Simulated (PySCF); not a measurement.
**RuC (triplet): density, localisation and related maps**

```xyz
2

Ru    0.0000    0.0000   -0.1693
C     0.0000    0.0000    1.4377
```

Core potentials replace the inner electrons of Ru.

The calculation used PBE0/def2-TZVPP, non-relativistic Hamiltonian with scalar-relativistic core potentials where named, at a bond length of 1.607 Å (PySCF).

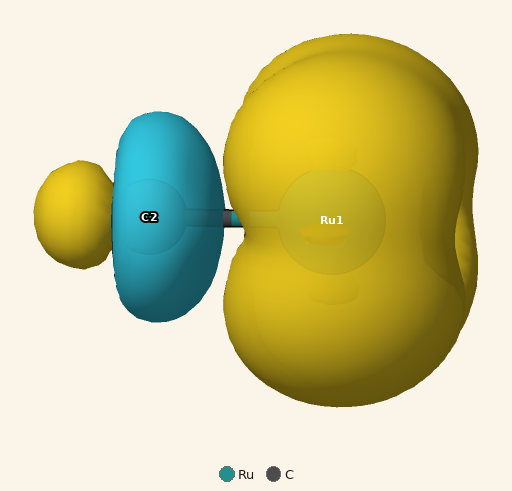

Figure 1. Isosurfaces of the spin density at +0.03 (yellow) and −0.03 e/Å³ (cyan), seen from one side.

> Which atoms carry the spin?

The unpaired spin (2 electrons) lies mostly on Ru1 (about 2.0), in electrons by Hirshfeld's partition, with opposite, polarisation-induced spin on C2.

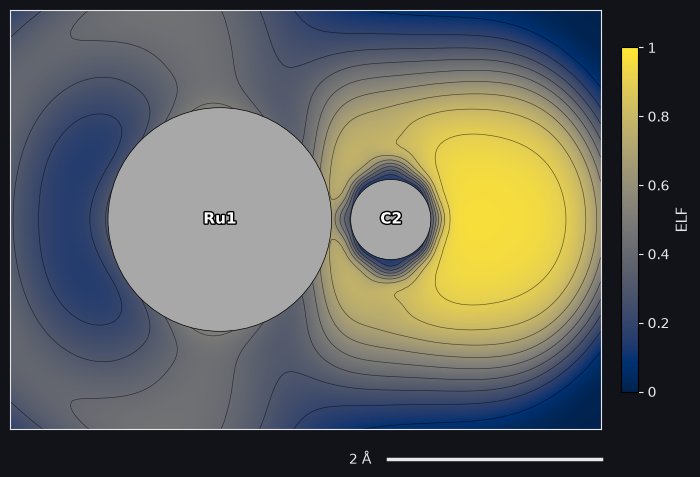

Figure 2. ELF on a plane that holds the molecular axis. Grey discs cover the atomic cores.

> Read the bonding off the picture.

The section cuts through Ru and C sites.
C–Ru (1.61 Å): the ELF peaks at about 0.70 in the valence shell of C, 0.6 Å from its nucleus, and is about 0.55 at the midpoint.

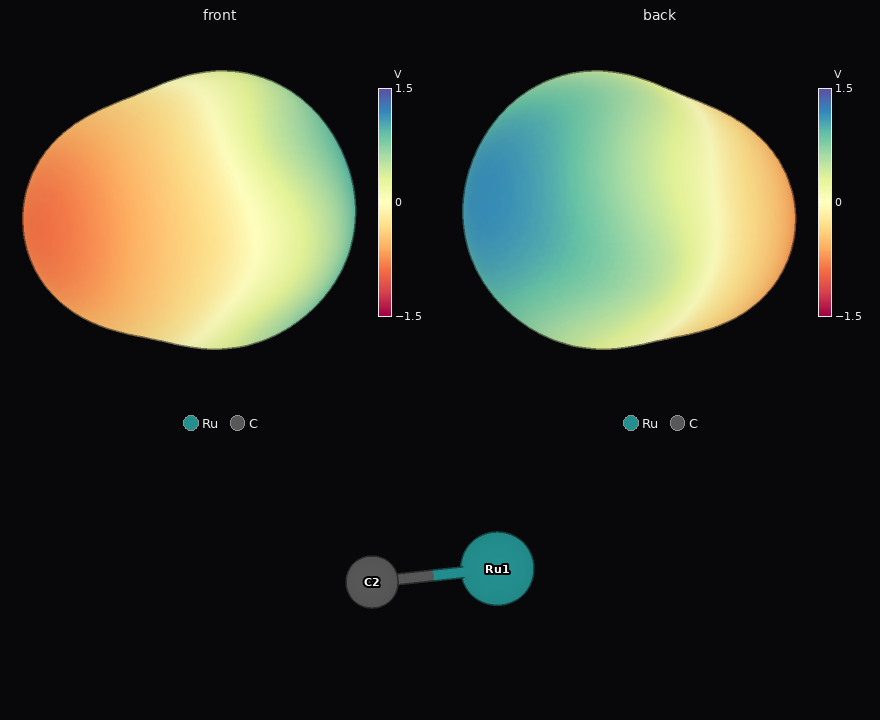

Figure 3. The molecular electrostatic potential painted on the density surface at 0.001 e/bohr³, seen from the front and from behind; red is negative and blue positive. The bare structure is drawn below in the same view.

> Where is the surface potential most negative and most positive?

The most negative region (about −0.9 V) lies over C2, the most positive (about +1.2 V) over Ru1.
